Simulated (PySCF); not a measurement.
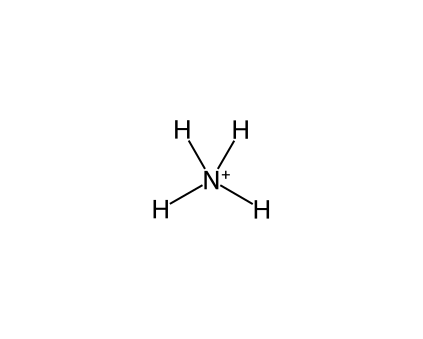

A structural formula. The species has charge +1 and is a spin singlet.

**Give its SMILES.**

[NH4+]

**What is the molecular formula?**

NH4, charge +1.

**An optimisation with PBE0-D3(BJ)/def2-SVP gave a structure of which point group?**

Td.

More results for the same structure follow; atom numbers are the same in all pictures, views and colours differ. The computed structure is the end point of a PBE0-D3(BJ)/def2-SVP optimisation. No frequency run is at hand to confirm it as a minimum.

Levels of theory compared

No frequency run is at hand to confirm it as a minimum. Program: PySCF 2.14.0.

Tabulate HOMO energy (eV) at these levels: B3LYP/def2-SVPD; B3LYP/def2-SVPD in acetone (IEF-PCM); B3LYP/def2-SVPD in chloroform (IEF-PCM); BHandHLYP/aug-pcX-1 (pcseg-1 on H); PBE0/pcSseg-1 in acetone (IEF-PCM); PBE0/pcSseg-1 in chloroform (IEF-PCM).

| level | HOMO energy (eV) |
| --- | --- |
| B3LYP/def2-SVPD | −22.47 |
| B3LYP/def2-SVPD in acetone (IEF-PCM) | −15.68 |
| B3LYP/def2-SVPD in chloroform (IEF-PCM) | −16.84 |
| BHandHLYP/aug-pcX-1 (pcseg-1 on H) | −24.48 |
| PBE0/pcSseg-1 in acetone (IEF-PCM) | −16.00 |
| PBE0/pcSseg-1 in chloroform (IEF-PCM) | −17.16 |

Quadrupole coupling

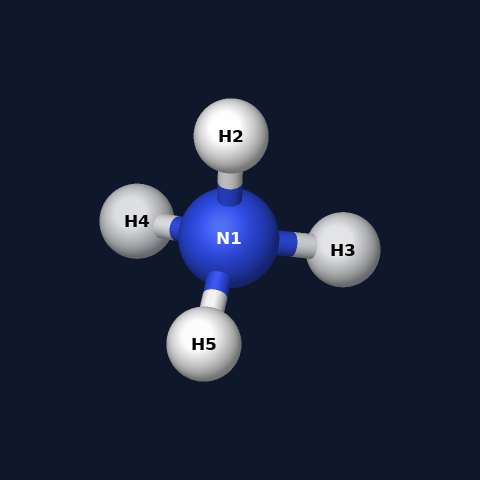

No frequency run is at hand to confirm it as a minimum. Electric field gradients from the ground-state density, PBE0/pcSseg-1 in acetone (IEF-PCM) (PySCF 2.14.0), non-relativistic apart from any core potentials.

Give the largest field-gradient component, the quadrupole coupling constant and the asymmetry for 2H at H2 (Q = 2.86 mb).

```json
{"atom": "H2", "V_zz (a.u.)": "0.322", "e²qQ/h (MHz)": "0.217", "η": "0.00"}
```

Charges

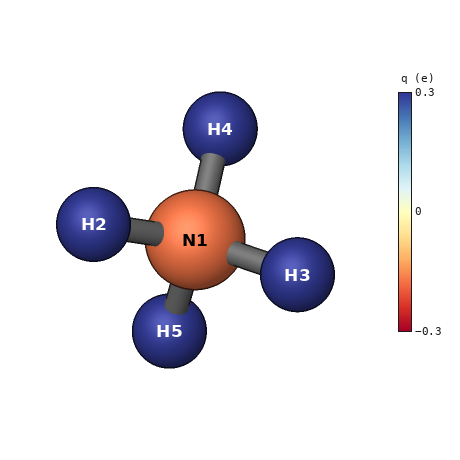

Atoms are coloured by their Mulliken charges. No frequency run is at hand to confirm it as a minimum. Method: PBE0/pcSseg-1 in acetone (IEF-PCM) (PySCF 2.14.0).

List the Mulliken charges.

| atom | value (e) |
| --- | --- |
| N1 | −0.17 |
| H2 | 0.29 |
| H3 | 0.29 |
| H4 | 0.29 |
| H5 | 0.29 |

Mulliken values depend strongly on the basis set and can even reverse the polarity of a bond.
